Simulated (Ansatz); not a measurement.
# Al3GaIr: a trial structure relaxed, part 1 of 2

Aim: relax a trial structure of Al3GaIr and see where it ends.

Method: DFT PBE, scalar-relativistic, plane waves, PAW, in Ansatz 0.2.0.

**1. The starting structure**

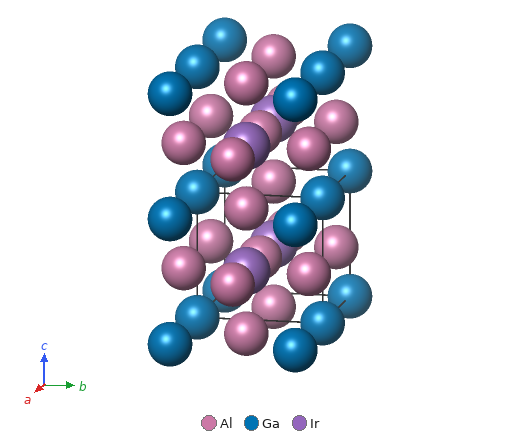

Start, viewed slightly off an axis; aluminium pink, gallium blue, iridium purple. 2×1×2 cells are drawn. Atoms on the faces are drawn again on the opposite ones.

Structure file:

```
CELL_PARAMETERS angstrom
4.11298 0.00000 0.00000
0.00000 4.11298 0.00000
0.00000 0.00000 4.11298
ATOMIC_POSITIONS crystal
Al 0.50000 0.00000 0.50000
Al 0.00000 0.50000 0.50000
Al 0.50000 0.50000 0.00000
Ga 0.00000 0.00000 0.00000
Ir 0.50000 0.50000 0.50000
```

The cell is invented: species swapped into a database cell of ZnFe3C (Pm-3m, No. 221), with Ga on the Zn sites, Al on the Fe sites and Ir on the C sites. Its size is a rough estimate.

**2. A first look at the guess**

input.yaml

```yaml
crystal:
  lattice:
    - [4.11297712, 0.0, 0.0]
    - [0.0, 4.11297712, 0.0]
    - [0.0, 0.0, 4.11297712]
  atoms:
    - { symbol: Al, position: [0.5, 0.0, 0.5] }
    - { symbol: Al, position: [0.0, 0.5, 0.5] }
    - { symbol: Al, position: [0.5, 0.5, 0.0] }
    - { symbol: Ga, position: [0.0, 0.0, 0.0] }
    - { symbol: Ir, position: [0.5, 0.5, 0.5] }
basis:
  ecutwfc: 420
kpoints:
  mp_grid: { grid: [4, 4, 4] }
hamiltonian:
  xc: pbe
scf:
  occupations: { method: gaussian, width: 0.1 }
  lower_state_search: "off"
output:
  forces: true
  stress: true
  eigenvalues: true
```

Run with:

```sh
$ ansatz run input.yaml --threads 1 --pin off --max-ram 2560MiB --backend cpu --events-out ev --progress --plain --runs-dir out
```

Log, cut to the lines that bear on the results:

```text
[...]
SCF converged after 7 iterations
Free energy (F): -17324.301491 eV
[...]
E sigma→0 (E₀):  -17324.295947 eV
Entropy (-TS):   -0.011087 eV (-2.217 meV/atom)
Fermi energy:    14.166981 eV
[...]
--- Forces (eV/Å), atoms counted from 1 ---
  atom   1  Al    -0.00000000     0.00000000     0.00000000
  atom   2  Al     0.00000000     0.00000000     0.00000000
  atom   3  Al     0.00000000     0.00000000     0.00000000
  atom   4  Ga    -0.00000000     0.00000000    -0.00000000
  atom   5  Ir     0.00000000     0.00000000    -0.00000000
[...]
--- Stress (GPa, compression-positive) ---
       84.717223       0.000000       0.000000
        0.000000      84.717223       0.000000
        0.000000       0.000000      84.717223
  P = ⅓ Tr σ = 84.7172 GPa (847.172 kbar)
--- Band table (eV; the first three rows and the last of 10) ---
  k-point 0: bands = ["-78.7096", "-36.0056", "-36.0056", "-36.0056", "-0.9624", "-0.9624", "-0.9391", "-0.9391", "-0.9391", "1.7723", "6.6918", "6.6918", "8.8239", "8.8239", "8.8239", "10.4944", "10.6350", "10.6350", "10.6350", "15.1906", "15.1906", "18.3125", "18.3125", "18.3125", "19.0192"]
[...]
```

It took 0.82 s on 1 thread of Intel Xeon 6975P-C (Granite Rapids), shared host; peak memory 0.35 GiB.

The probe gives pressure 84.7 GPa, largest force 0.00 eV/Å, gap on this mesh none (metal). A guess like this is first relaxed loosely on the coarse mesh.

**3. Coarse relaxation**

input.yaml, as its differences from that of step 2:

```diff
@@ -24 +24,6 @@
   eigenvalues: true
+relax:
+  adjacent_minimum: "off"
+  f_tol: 0.04
+  max_steps: 70
+  cell: { stress_tol: 0.4 }
```

Run with:

```sh
$ ansatz run input.yaml --threads 1 --pin off --max-ram 2560MiB --backend cpu --events-out ev --progress --plain --runs-dir out
```

Log:

```text
Warning: RAYON_NUM_THREADS=1 ignored (pool sized by the plan → 1); use --threads N
Engine: ansatz 0.2.0, x86_64-unknown-linux-gnu
Pseudopotentials: kind: paw
Pseudopotential: Al, paw, valence charge 3, recommended cutoff 420 eV (normal), Al.paw.azcp
Pseudopotential: Ga, paw, valence charge 13, recommended cutoff 420 eV (normal), Ga.paw.azcp
Pseudopotential: Ir, paw, valence charge 17, recommended cutoff 420 eV (normal), Ir.paw.azcp
Functional definition: PBE
  parameter kappa = 0.804
  parameter beta = 0.06672455060314922
  exchange = pbe_x(kappa = kappa, mu = beta*pi^2/3)
  correlation = pbe_c(beta = beta)
Crystal: 5 atoms, lattice volume = 69.578 Å³
Basis set: ecut = 420 eV, 1357 PW (Γ), exchange–correlation on 60×60×60 points (8 copies of the dense FFT grid, shifted against one another)
Bands: 25, of which v1, the nominal top of the filled ones, is band 20 counted from 1 (19 counted from 0)
Symmetry: 48 space group operations
Space group: Pm-3m (ITA 221), of the structure as read, at distance tolerance 4.1e-5 Å
k-points: 10 of 64
Non-local potential: Al, projectors of the file, l = 0: 2, l = 1: 2, l = 2: 1
Non-local potential: Ga, projectors of the file, l = 0: 2, l = 1: 2, l = 2: 3, l = 3: 1
Non-local potential: Ir, projectors of the file, l = 0: 3, l = 1: 2, l = 2: 2, l = 3: 1
PAW form: soft (Blöchl's): semilocal exchange-correlation on the pseudo side does not see the compensation charge
PAW one-centre angular grid: Al, 110 points (default); XC on 64 Gauss nodes
PAW one-centre angular grid: Ga, 590 points (default); XC on 64 Gauss nodes
PAW one-centre angular grid: Ir, 590 points (default); XC on 64 Gauss nodes
Initial density: superposition of atomic densities (neutral atoms: chi_scale 0, normalization atom), corrected by the library's trained network
Initial wavefunctions: pseudopotential atomic-orbital guess
Functional: x = pbe(κ = 0.804, μ = 0.2195149727645171), c = pbe(β = 0.06672455060314922)
SCF iter   1: F=—  HF=-17324.313970 eV  |F-HF|=—  |Δ(HF+E_count)|=         —  Δρ=7.18e-3  dr2=2.55e-2  ethr=1.77e-3  ⟨swp⟩=6.6  Hψ=1205  notcnv=0
preconditioner: auto → Resta (q_TF=auto, 2.477 Å⁻¹)  ε∞=5.3  [insulator: Δε(μ)=0.234 eV  Ē_g=11.954 eV  σ=0.100 eV  W_gap=0.59  n_scr=18 (ndim 8)  ℏωp=24.8 eV  f_vac=0.000  D(μ)=2.20/eV (n_scr^D=18)  ε∞_Penn≈5.3]
SCF iter   2: F=—  HF=-17324.305108 eV  |F-HF|=—  |Δ(HF+E_count)|=   8.86e-3  Δρ=3.65e-3  dr2=3.86e-3  ethr=6.53e-5  ⟨swp⟩=2.1  Hψ=463  notcnv=0  defer=4
SCF iter   3: F=—  HF=-17324.302384 eV  |F-HF|=—  |Δ(HF+E_count)|=   2.72e-3  Δρ=1.47e-3  dr2=1.08e-3  ethr=9.91e-6  ⟨swp⟩=2.0  Hψ=292  notcnv=0  defer=4
SCF iter   4: F=—  HF=-17324.301886 eV  |F-HF|=—  |Δ(HF+E_count)|=   4.98e-4  Δρ=2.11e-4  dr2=2.04e-5  ethr=2.76e-6  ⟨swp⟩=2.0  Hψ=398  notcnv=0  defer=4
SCF iter   5: F=—  HF=-17324.301491 eV  |F-HF|=—  |Δ(HF+E_count)|=   3.96e-4  Δρ=9.00e-5  dr2=4.01e-6  ethr=5.22e-8  ⟨swp⟩=2.0  Hψ=397  notcnv=0  defer=4
SCF iter   6: F=—  HF=-17324.301491 eV  |F-HF|=—  |Δ(HF+E_count)|=   3.87e-7  Δρ=1.62e-5  dr2=1.19e-7  ethr=1.03e-8  ⟨swp⟩=2.0  Hψ=383  notcnv=0  defer=4
SCF iter   7: F=-17324.301491 eV  HF=-17324.301491 eV  |F-HF|=1.30e-9  |Δ(HF+E_count)|=   1.42e-8  Δρ=2.90e-6  dr2=4.96e-9  ethr=2.56e-10  ⟨swp⟩=7.2  Hψ=1015  notcnv=0
SCF 1 converged in 7 iterations: F = -17324.301491 eV  dr2 = 4.96e-9
relax step   1: F+E_penalty+E_count = -17324.30149105 eV  Δ(F+E_penalty+E_count) = +0.000e0 eV  max|allowed force component| = 6.705e-30 eV/Å  Δτ_max = 0.0000 Å  P = +84.717 GPa  Ω = 69.578 Å³  (7 SCF iters, dr2 threshold 1.00e-7 eV, accepted)
Crystal: 5 atoms, lattice volume = 80.257 Å³
Basis set: ecut = 420 eV, 1551 PW (Γ), exchange–correlation on 60×60×60 points (8 copies of the dense FFT grid, shifted against one another)
Initial density: handed on by an earlier stage of this run
Initial wavefunctions: those handed on with the density
iter 1 solved again at ethr=7.06e-4 eV; its pass at ethr=3.10e-3 eV (dr2=2.76e-1 eV) is discarded
SCF iter   1: F=—  HF=-17328.512322 eV  |F-HF|=—  |Δ(HF+E_count)|=         —  Δρ=1.19e-2  dr2=2.73e-1  ethr=7.06e-4  ⟨swp⟩=1.0  Hψ=1654  notcnv=0
preconditioner: auto → Resta (q_TF=auto, 2.419 Å⁻¹)  ε∞=5.3  [insulator: Δε(μ)=0.191 eV  Ē_g=11.148 eV  σ=0.100 eV  W_gap=0.81  n_scr=18 (ndim 8)  ℏωp=23.1 eV  f_vac=0.000  D(μ)=1.85/eV (n_scr^D=6)  ε∞_Penn≈5.3]
SCF iter   2: F=—  HF=-17328.450947 eV  |F-HF|=—  |Δ(HF+E_count)|=   6.14e-2  Δρ=4.86e-3  dr2=1.35e-2  ethr=7.01e-4  ⟨swp⟩=2.1  Hψ=384  notcnv=0
SCF iter   3: F=—  HF=-17328.444482 eV  |F-HF|=—  |Δ(HF+E_count)|=   6.46e-3  Δρ=2.40e-3  dr2=4.65e-3  ethr=3.47e-5  ⟨swp⟩=2.1  Hψ=471  notcnv=0
SCF iter   4: F=—  HF=-17328.442413 eV  |F-HF|=—  |Δ(HF+E_count)|=   2.07e-3  Δρ=6.87e-4  dr2=2.89e-4  ethr=1.19e-5  ⟨swp⟩=2.0  Hψ=405  notcnv=0
SCF iter   5: F=—  HF=-17328.442090 eV  |F-HF|=—  |Δ(HF+E_count)|=   3.24e-4  Δρ=2.64e-4  dr2=5.72e-5  ethr=7.41e-7  ⟨swp⟩=2.1  Hψ=406  notcnv=0
SCF iter   6: F=—  HF=-17328.442066 eV  |F-HF|=—  |Δ(HF+E_count)|=   2.37e-5  Δρ=5.65e-5  dr2=3.18e-6  ethr=1.47e-7  ⟨swp⟩=2.5  Hψ=371  notcnv=0
SCF iter   7: F=-17328.442065 eV  HF=-17328.442065 eV  |F-HF|=2.43e-8  |Δ(HF+E_count)|=   1.07e-6  Δρ=7.90e-6  dr2=3.84e-8  ethr=1.28e-9  ⟨swp⟩=8.8  Hψ=1342  notcnv=0
SCF 2 converged in 7 iterations: F = -17328.442065 eV  dr2 = 3.84e-8
relax step   2: F+E_penalty+E_count = -17328.44206479 eV  Δ(F+E_penalty+E_count) = -4.141e0 eV  max|allowed force component| = 1.019e-29 eV/Å  Δτ_max = 0.0000 Å  P = +43.415 GPa  Ω = 80.257 Å³  energy of the carried Pulay correction = -4.792e-3 eV  (7 SCF iters, dr2 threshold 5.00e-7 eV, accepted)
Crystal: 5 atoms, lattice volume = 91.824 Å³
Basis set: ecut = 420 eV, 1791 PW (Γ), exchange–correlation on 60×60×60 points (8 copies of the dense FFT grid, shifted against one another)
iter 1 solved again at ethr=5.25e-4 eV; its pass at ethr=3.10e-3 eV (dr2=2.05e-1 eV) is discarded
SCF iter   1: F=—  HF=-17330.605020 eV  |F-HF|=—  |Δ(HF+E_count)|=         —  Δρ=9.22e-3  dr2=2.03e-1  ethr=5.25e-4  ⟨swp⟩=1.0  Hψ=1641  notcnv=0
preconditioner: auto → Kerker (q_TF=auto, 2.365 Å⁻¹)  [metal: Δε(μ)=0.056 eV  Ē_g=10.519 eV  σ=0.100 eV  W_gap=0.31  n_scr=18 (ndim 8)  ℏωp=21.6 eV  f_vac=0.000  D(μ)=4.26/eV (n_scr^D=32)]
SCF iter   2: F=—  HF=-17330.567017 eV  |F-HF|=—  |Δ(HF+E_count)|=   3.80e-2  Δρ=4.09e-3  dr2=2.30e-2  ethr=5.21e-4  ⟨swp⟩=2.0  Hψ=337  notcnv=0
SCF iter   3: F=—  HF=-17330.560579 eV  |F-HF|=—  |Δ(HF+E_count)|=   6.44e-3  Δρ=1.92e-3  dr2=5.17e-3  ethr=5.91e-5  ⟨swp⟩=1.7  Hψ=305  notcnv=0
SCF iter   4: F=—  HF=-17330.559054 eV  |F-HF|=—  |Δ(HF+E_count)|=   1.53e-3  Δρ=3.61e-4  dr2=1.63e-4  ethr=1.32e-5  ⟨swp⟩=2.3  Hψ=430  notcnv=0
SCF iter   5: F=—  HF=-17330.559309 eV  |F-HF|=—  |Δ(HF+E_count)|=   2.56e-4  Δρ=1.97e-4  dr2=3.69e-5  ethr=4.18e-7  ⟨swp⟩=2.0  Hψ=425  notcnv=0
SCF iter   6: F=—  HF=-17330.559296 eV  |F-HF|=—  |Δ(HF+E_count)|=   1.35e-5  Δρ=7.00e-5  dr2=4.80e-6  ethr=9.46e-8  ⟨swp⟩=2.1  Hψ=414  notcnv=0
SCF iter   7: F=—  HF=-17330.559296 eV  |F-HF|=—  |Δ(HF+E_count)|=   4.35e-7  Δρ=3.29e-5  dr2=1.37e-6  ethr=1.23e-8  ⟨swp⟩=2.0  Hψ=410  notcnv=0
SCF iter   8: F=-17330.559295 eV  HF=-17330.559295 eV  |F-HF|=1.63e-8  |Δ(HF+E_count)|=   8.78e-8  Δρ=6.65e-6  dr2=4.75e-8  ethr=1.28e-9  ⟨swp⟩=7.5  Hψ=1186  notcnv=0
SCF 3 converged in 8 iterations: F = -17330.559295 eV  dr2 = 4.75e-8
relax step   3: F+E_penalty+E_count = -17330.55929540 eV  Δ(F+E_penalty+E_count) = -2.117e0 eV  max|allowed force component| = 1.687e-29 eV/Å  Δτ_max = 0.0000 Å  P = +17.694 GPa  Ω = 91.824 Å³  energy of the carried Pulay correction = -9.273e-3 eV  (8 SCF iters, dr2 threshold 5.00e-7 eV, accepted)
[... 12 lines left out ...]
relax step   4: F+E_penalty+E_count = -17331.20054943 eV  Δ(F+E_penalty+E_count) = -6.413e-1 eV  max|allowed force component| = 2.183e-29 eV/Å  Δτ_max = 0.0000 Å  P = +3.717 GPa  Ω = 101.897 Å³  energy of the carried Pulay correction = -1.269e-2 eV  (7 SCF iters, dr2 threshold 5.00e-7 eV, accepted)
[... 12 lines left out ...]
relax step   5: F+E_penalty+E_count = -17331.23814658 eV  Δ(F+E_penalty+E_count) = -3.760e-2 eV  max|allowed force component| = 2.016e-29 eV/Å  Δτ_max = 0.0000 Å  P = -0.317 GPa  Ω = 105.639 Å³  energy of the carried Pulay correction = -1.387e-2 eV  (7 SCF iters, dr2 threshold 5.00e-7 eV, accepted)
[... 13 lines left out ...]
relax step   6: F+E_penalty+E_count = -17331.40286058 eV  Δ(F+E_penalty+E_count) = -1.647e-1 eV  max|allowed force component| = 5.732e-29 eV/Å  Δτ_max = 0.0000 Å  P = +2.097 GPa  Ω = 105.639 Å³  stress off target by 2.10e0 GPa  SCF on the basis re-selected at this cell (its energy is not comparable with the rows above)  (8 SCF iters)
[... 11 lines left out ...]
relax step   7: F+E_penalty+E_count = -17331.41869902 eV  Δ(F+E_penalty+E_count) = -1.584e-2 eV  max|allowed force component| = 5.055e-30 eV/Å  Δτ_max = 0.0000 Å  P = +0.429 GPa  Ω = 107.752 Å³  energy of the carried Pulay correction = -6.327e-4 eV  (6 SCF iters, dr2 threshold 5.00e-7 eV, accepted)
[... 8 lines left out ...]
relax step   8: F+E_penalty+E_count = -17331.41928878 eV  Δ(F+E_penalty+E_count) = -5.898e-4 eV  max|allowed force component| = 3.356e-30 eV/Å  Δτ_max = 0.0000 Å  P = +0.027 GPa  Ω = 108.295 Å³  energy of the carried Pulay correction = -8.127e-4 eV  (4 SCF iters, dr2 threshold 4.60e-7 eV, accepted)
iter 1 solved again at ethr=8.23e-8 eV; its pass at ethr=3.10e-3 eV (dr2=3.21e-5 eV) is discarded
SCF iter   1: F=—  HF=-17331.419667 eV  |F-HF|=—  |Δ(HF+E_count)|=         —  Δρ=2.26e-4  dr2=1.59e-6  ethr=8.23e-8  ⟨swp⟩=3.2  Hψ=1769  notcnv=0
preconditioner: auto → Kerker (q_TF=auto, 2.301 Å⁻¹)  [metal: Δε(μ)=0.069 eV  Ē_g=9.873 eV  σ=0.100 eV  W_gap=0.36  n_scr=26 (ndim 8)  ℏωp=19.9 eV  f_vac=0.000  D(μ)=3.65/eV (n_scr^D=26)]
SCF iter   2: F=—  HF=-17331.419911 eV  |F-HF|=—  |Δ(HF+E_count)|=   2.44e-4  Δρ=1.15e-4  dr2=5.77e-7  ethr=4.09e-9  ⟨swp⟩=2.0  Hψ=405  notcnv=0
SCF iter   3: F=—  HF=-17331.420029 eV  |F-HF|=—  |Δ(HF+E_count)|=   1.18e-4  Δρ=1.92e-5  dr2=8.86e-8  ethr=1.48e-9  ⟨swp⟩=2.4  Hψ=442  notcnv=0
SCF iter   4: F=—  HF=-17331.420032 eV  |F-HF|=—  |Δ(HF+E_count)|=   2.74e-6  Δρ=4.83e-6  dr2=2.18e-8  ethr=2.27e-10  ⟨swp⟩=2.1  Hψ=380  notcnv=0
SCF iter   5: F=-17331.420032 eV  HF=-17331.420032 eV  |F-HF|=1.43e-9  |Δ(HF+E_count)|=   1.24e-7  Δρ=1.30e-6  dr2=2.53e-9  ethr=8.21e-12  ⟨swp⟩=3.1  Hψ=935  notcnv=0
SCF 9 converged in 5 iterations: F = -17331.420032 eV  dr2 = 2.53e-9
relax step   9: F+E_penalty+E_count = -17331.42003208 eV  Δ(F+E_penalty+E_count) = -7.433e-4 eV  max|allowed force component| = 1.365e-29 eV/Å  Δτ_max = 0.0000 Å  P = +0.021 GPa  Ω = 108.295 Å³  stress off target by 2.10e-2 GPa  SCF on the basis re-selected at this cell (its energy is not comparable with the rows above)  (5 SCF iters)
basis re-selected at this cell: Δ(F+E_penalty+E_count) = -7.433e-4 eV, ΔP = -0.006 GPa vs the last step (what re-selecting the basis moved, of the pressure what is left beyond the Pulay correction that the steps carried, after the strain that the cell walked since its last selection, with what the two solves' SCF thresholds leave and, on support functions, any second-order correction that the steps lacked; it is no measure of the basis error at this ecutwfc). This SCF's stress stands 2.10e-2 GPa from its target on what of the cell is left free (relax.cell.stress_tol is 4.00e-1 GPa) and its largest allowed force component is 1.36e-29 eV/Å (relax.f_tol is 4.00e-2 eV/Å): within both
SCF converged after 5 iterations
Free energy (F): -17331.420032 eV
Harris-Foulkes:  -17331.420032 eV  (|F-HF|=1.43e-9)
Internal energy: -17331.401768 eV  (E = F + TS)
E sigma→0 (E₀):  -17331.410900 eV
Entropy (-TS):   -0.018264 eV (-3.653 meV/atom)
Fermi energy:    8.038469 eV
--- Per-component energies (eV) ---
  E_band       = -402.853789
  E_kinetic    = 801.096417
  E_local      = -4723.451205  (includes V_loc(G=0)·N_el)
  E_nonlocal   = 525.398724
  E_hartree    = 2040.453356
  E_xc         = -454.131561
  E_vxc        = -441.478964  (∫ρ·V_xc dr)
  E_paw        = -12609.038004  (= ΣΔE_a)
  E_vpaw       = -645.326949  (= ΣTr[D̂ρ^β])
  E_aug_tail   = -0.000055  (compensation charges beyond the density's cutoff)
  E_ewald      = -2911.729440
  E_smearing   = -0.018264  (= −TS)
  E_closure    = -0.000000  (closes the sum)
  Σ components = -17331.420032   (vs F -17331.420032, Δ=0.00e0)
--- Forces (eV/Å), atoms counted from 1 ---
  atom   1  Al     0.00000000    -0.00000000     0.00000000
  atom   2  Al    -0.00000000     0.00000000     0.00000000
  atom   3  Al    -0.00000000     0.00000000     0.00000000
  atom   4  Ga     0.00000000     0.00000000    -0.00000000
  atom   5  Ir     0.00000000    -0.00000000    -0.00000000
  max |Σ_I F_I| component: 1.59e-29 eV/Å
--- Stress (GPa, compression-positive) ---
        0.021013      -0.000000      -0.000000
       -0.000000       0.021013       0.000000
       -0.000000       0.000000       0.021013
  P = ⅓ Tr σ = 0.0210 GPa (0.210 kbar)
--- Band table (eV; the first three rows and the last of 10) ---
  k-point 0: bands = ["-84.0474", "-41.0135", "-41.0135", "-41.0135", "-7.1984", "-7.1984", "-7.1935", "-7.1935", "-7.1935", "-1.4347", "2.5721", "2.5721", "3.7450", "4.9340", "4.9340", "4.9340", "5.6304", "5.6304", "5.6304", "8.9505", "8.9505", "10.9203", "10.9203", "10.9203", "11.3380"]
  k-point 1: bands = ["-84.0473", "-41.0147", "-41.0135", "-41.0135", "-7.1982", "-7.1962", "-7.1942", "-7.1942", "-7.1934", "-1.0207", "1.9831", "2.6362", "3.3804", "4.5788", "4.5788", "4.9507", "5.7660", "6.3007", "6.3007", "8.8721", "8.9867", "9.9112", "9.9112", "10.5507", "10.5736"]
  k-point 2: bands = ["-84.0473", "-41.0159", "-41.0135", "-41.0135", "-7.1979", "-7.1950", "-7.1950", "-7.1940", "-7.1933", "-0.1047", "0.5753", "2.7036", "3.8829", "4.3807", "4.3807", "4.9675", "5.4258", "7.0548", "7.0548", "8.0233", "8.7507", "8.8149", "8.8149", "10.1179", "12.3421"]
  k-point 9: bands = ["-84.0471", "-41.0160", "-41.0160", "-41.0160", "-7.1973", "-7.1973", "-7.1973", "-7.1914", "-7.1914", "2.5123", "2.5636", "3.3861", "3.3861", "3.3861", "3.5912", "3.5912", "3.5912", "4.0839", "4.0839", "7.4529", "7.4529", "7.4529", "14.9739", "14.9739", "14.9739"]
--- Relaxed structure (7 steps of the walk, 7 accepted, 2 SCFs on fresh bases) ---
  F+E_penalty+E_count = -17331.42003208 eV   max|allowed force component| = 1.365e-29 eV/Å   (the final SCF, on the basis selected at the relaxed cell)
  cell:  # Å, volume = 108.2949 Å³
    - [4.766533813339406, -5.095689644524561e-34, 2.0222264416065976e-33]
    - [-5.095689644524561e-34, 4.766533813339406, 2.8246972517679458e-33]
    - [-3.209883240645393e-35, 2.8246972517679458e-33, 4.766533813339406]
  atoms:
    - { symbol: Al, position: [0.5, 3.1704894743223444e-37, 0.5] }
    - { symbol: Al, position: [-3.2314604253439876e-37, 0.5, 0.5] }
    - { symbol: Al, position: [0.5, 0.5, -3.6582570851677206e-38] }
    - { symbol: Ga, position: [1.0639431022670906e-36, -1.8291285423007425e-38, -9.75535222779841e-38] }
    - { symbol: Ir, position: [0.5, 0.5, 0.5] }
```

Run time: 8.4 s. Hardware: 1 thread of Intel Xeon 6975P-C (Granite Rapids), shared host; peak memory 0.39 GiB.

The steps of the relaxation:

| step | energy from step 1 (eV/cell) | largest force component (eV/Å) | pressure (GPa) | volume (Å³) |
| --- | --- | --- | --- | --- |
| 1 | 0.0000 | 0.0000 | 84.72 | 69.58 |
| 2 | -4.1406 | 0.0000 | 43.42 | 80.26 |
| 3 | -6.2578 | 0.0000 | 17.69 | 91.82 |
| 4 | -6.8991 | 0.0000 | 3.72 | 101.90 |
| 5 | -6.9367 | 0.0000 | -0.32 | 105.64 |
| 6 | -7.1014 | 0.0000 | 2.10 | 105.64 |
| 7 | -7.1172 | 0.0000 | 0.43 | 107.75 |
| 8 | -7.1178 | 0.0000 | 0.03 | 108.29 |
| 9 | -7.1185 | 0.0000 | 0.02 | 108.29 |

Step 1 is the start. Steps 6, 9 each repeat the geometry before them on a plane-wave basis chosen anew, so the energy can jump there without any move.

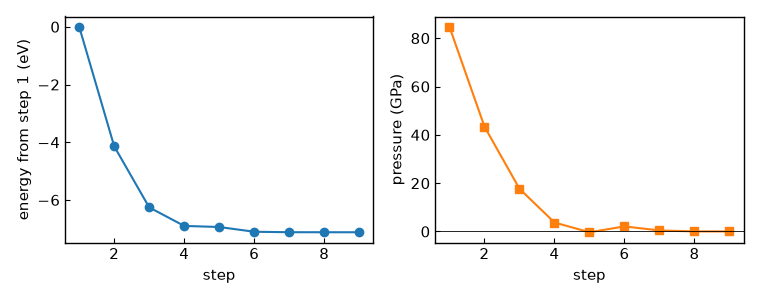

Energy and pressure along the relaxation.

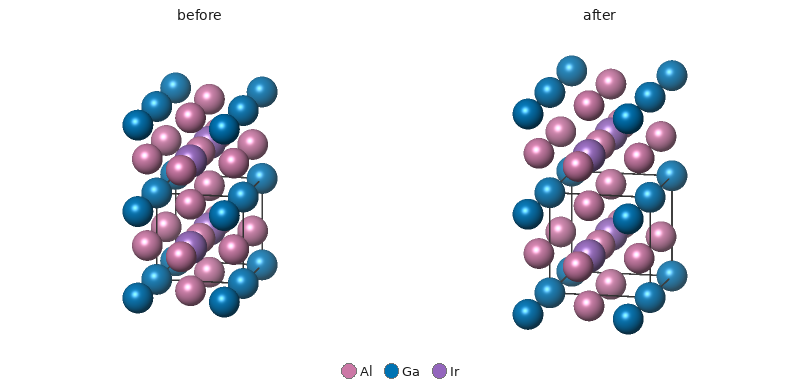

Before and after, at one scale.

|  | before | after | change |
| --- | --- | --- | --- |
| a (Å) | 4.113 | 4.767 | +15.9 % |
| b (Å) | 4.113 | 4.767 | +15.9 % |
| c (Å) | 4.113 | 4.767 | +15.9 % |
| volume (Å³/atom) | 13.92 | 21.66 | +55.6 % |
| shortest distance (Å) | 2.056 | 2.383 | +15.9 % |
| space group (0.01 Å) | Pm-3m | Pm-3m | same |

The run keeps the 48 symmetry operations of the start, so it could not have lowered the symmetry.

(Continued in part 2 of 2.)
